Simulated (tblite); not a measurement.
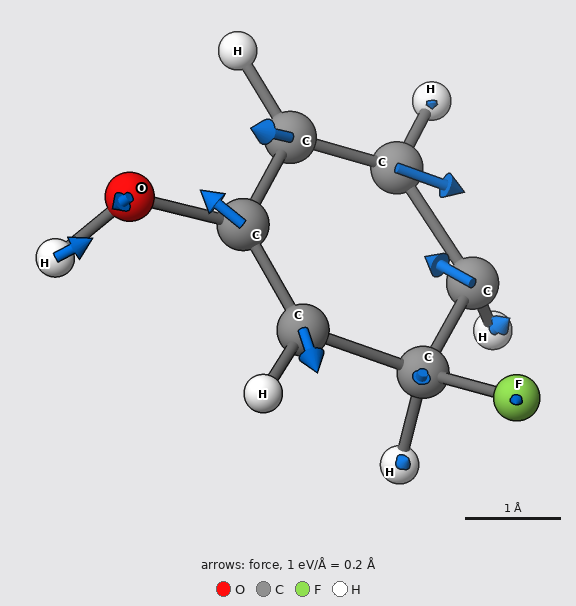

Starting geometry of C₆H₆FO (multiplicity 2) with the computed forces as blue arrows. Style: ball-and-stick. Shown at a tilt.

Level of theory: GFN2-xTB geometry optimisation, gas phase in tblite. 

> Is this structure relaxed? If not, where do the atoms go?

It isn't relaxed: the largest force vector, on a C atom, is 4.17 eV/Å. The final displacements follow the starting forces only in part (cosine between the two patterns 0.34). Over 65 geometry steps the energy falls by 1.425 eV. The atom that moves furthest after the best rigid fit is an H atom (0.80 Å). Largest moves by element: H 0.80 Å, O 0.21 Å, C 0.19 Å, F 0.18 Å. Near-neighbour distances that change, for instance: C–C 1.468 → 1.358 Å, C–C 1.316 → 1.399 Å, C–C 1.303 → 1.363 Å, H–O 1.024 → 0.965 Å. Bond angles that change, for instance: C–C–H 110.3° → 122.0°, C–O–H 116.7° → 110.1°, C–C–C 115.7° → 121.5°. Groups turn about C–O by about 65°. The run took 0.36 s on 1 thread of Arm Neoverse V1 (shared host).
